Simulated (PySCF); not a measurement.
Consider C3H4O (SMILES [CH2]C([CH2])=O) (triplet).

```xyz
8

C     0.9296   -0.1601    0.8380
C     0.0784    0.5037   -0.1037
C    -0.9903   -0.2328   -0.7096
O     0.2664    1.7075   -0.3925
H     1.7328    0.3889    1.2934
H     0.7878   -1.1931    1.0949
H    -1.6314    0.2612   -1.4159
H    -1.1642   -1.2658   -0.4736
```

Geometry: GFN2-xTB.

These are results of UKS B3LYP, pcH-1 on C H O, non-relativistic, mean-field spin-orbit, GIAO (PySCF 2.14.0, density-fitted response routines), not measurements.

**What will maps of the electron density, electron localisation function and spin density show?**

C–O (1.25 Å): ρ at the midpoint is about 3 e/Å³; the ELF peaks at about 0.85 between the atoms (a polar covalent bond).
C–C (1.43 Å): ρ is about 2 e/Å³ halfway; the ELF peaks at about 0.95 between the atoms: a covalent bond.
C–H (1.07 Å): ρ is about 2.1 e/Å³ halfway; the ELF climbs to about 1 towards the hydrogen, as it does in any bond to H (an ordinary covalent bond to hydrogen).
The unpaired spin (2 electrons) lies mostly on C1 (about 0.7), C3 (about 0.7), O4 (about 0.5) and C2 (about 0.1), in electrons by Hirshfeld's partition.

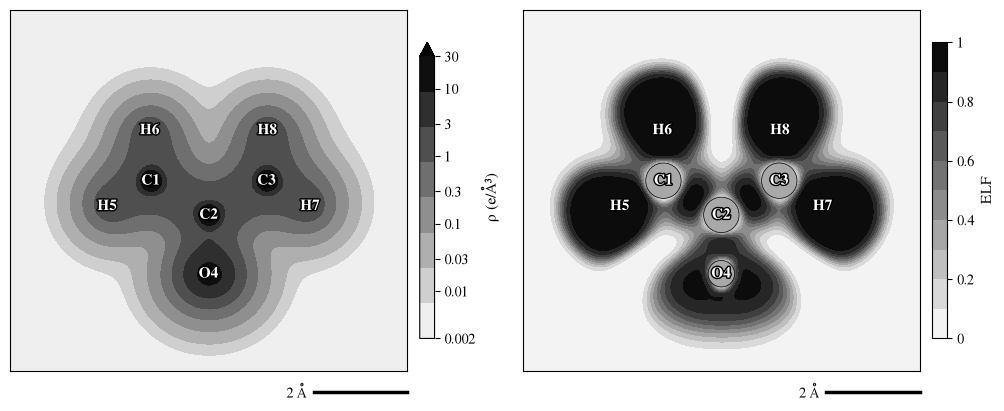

Computed electron density and electron localisation function on the molecular plane, in this order. Grey discs cover the atomic cores in the ELF map. 
